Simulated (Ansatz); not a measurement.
```yaml
crystal:
  lattice:
    - [-9.98050, -5.76225, -0.02168]
    - [3.26609, -5.65703, 0.00000]
    - [0.00871, 0.00503, 4.95097]
  atoms:
    - { symbol: Sc, position: [0.92035, 0.24529, 0.98254] }
    - { symbol: Sc, position: [0.42035, 0.74529, 0.98254] }
    - { symbol: Sc, position: [0.92035, 0.75471, 0.98254] }
    - { symbol: Sc, position: [0.42035, 0.25471, 0.98254] }
    - { symbol: Al, position: [0.66813, 0.00000, 0.99202] }
    - { symbol: Al, position: [0.16813, 0.50000, 0.99202] }
    - { symbol: Al, position: [0.66434, 0.50000, 0.99388] }
    - { symbol: Al, position: [0.16434, 0.00000, 0.99388] }
    - { symbol: Sc, position: [0.82648, 0.50000, 0.48365] }
    - { symbol: Sc, position: [0.32648, 0.00000, 0.48365] }
    - { symbol: Al, position: [0.83030, 0.00000, 0.49628] }
    - { symbol: Al, position: [0.33030, 0.50000, 0.49628] }
    - { symbol: Al, position: [0.58516, 0.25028, 0.49404] }
    - { symbol: Al, position: [0.08516, 0.75028, 0.49404] }
    - { symbol: Al, position: [0.58516, 0.74972, 0.49404] }
    - { symbol: Al, position: [0.08516, 0.24972, 0.49404] }
    - { symbol: N, position: [0.92168, 0.23765, 0.41218] }
    - { symbol: N, position: [0.42168, 0.73765, 0.41218] }
    - { symbol: N, position: [0.92168, 0.76235, 0.41218] }
    - { symbol: N, position: [0.42168, 0.26235, 0.41218] }
    - { symbol: N, position: [0.66655, 0.00000, 0.37962] }
    - { symbol: N, position: [0.16655, 0.50000, 0.37962] }
    - { symbol: N, position: [0.65286, 0.50000, 0.37506] }
    - { symbol: N, position: [0.15286, 0.00000, 0.37506] }
    - { symbol: N, position: [0.82373, 0.50000, 0.91194] }
    - { symbol: N, position: [0.32373, 0.00000, 0.91194] }
    - { symbol: N, position: [0.82228, 0.00000, 0.87701] }
    - { symbol: N, position: [0.32228, 0.50000, 0.87701] }
    - { symbol: N, position: [0.59548, 0.24888, 0.87651] }
    - { symbol: N, position: [0.09548, 0.74888, 0.87651] }
    - { symbol: N, position: [0.59548, 0.75112, 0.87651] }
    - { symbol: N, position: [0.09548, 0.25112, 0.87651] }
```

Space group Cm; a generated structure, not necessarily the stable one.

The calculation used DFT PBEsol, scalar-relativistic, plane waves, PAW (Ansatz).

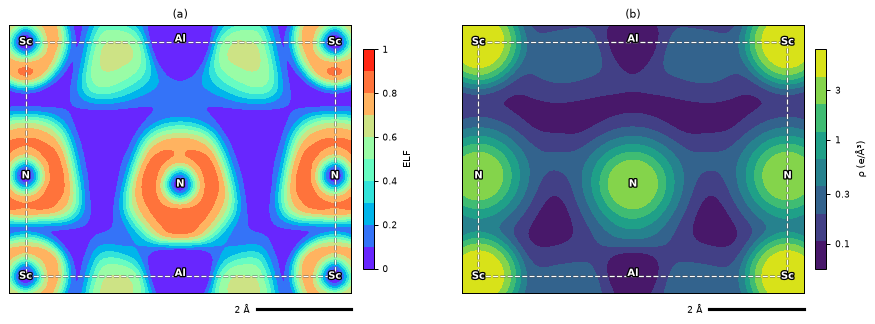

Sc3Al5N8. (a) electron localisation function; (b) valence electron density on the (100) plane of the conventional cell.

The density is the valence pseudo-density of a PAW calculation; it isn't the true density close to the nuclei.

**Read the bonding off the picture.**

Atoms in the plane: Sc, Al and N. Al–N (1.89 Å): ρ at the midpoint is about 0.66 e/Å³; the ELF peaks at about 0.85 in the valence shell of N, 0.7 Å from its nucleus, and is about 0.85 at the midpoint. Al–N (1.89 Å): ρ at the midpoint is about 0.66 e/Å³; the ELF peaks at about 0.85 in the valence shell of N, 0.7 Å from its nucleus, and is about 0.85 at the midpoint. Sc–N (2.12 Å): ρ is about 0.53 e/Å³ halfway; the ELF peaks at about 0.80 in the valence shell of N, 0.6 Å from its nucleus, and is about 0.20 at the midpoint; no localised pair shows between them. Between the atoms the lowest density in this plane is 0.07 e/Å³. The features right at Sc lie inside the PAW spheres, where the map follows smoothed inner orbitals and isn't to be read closely.
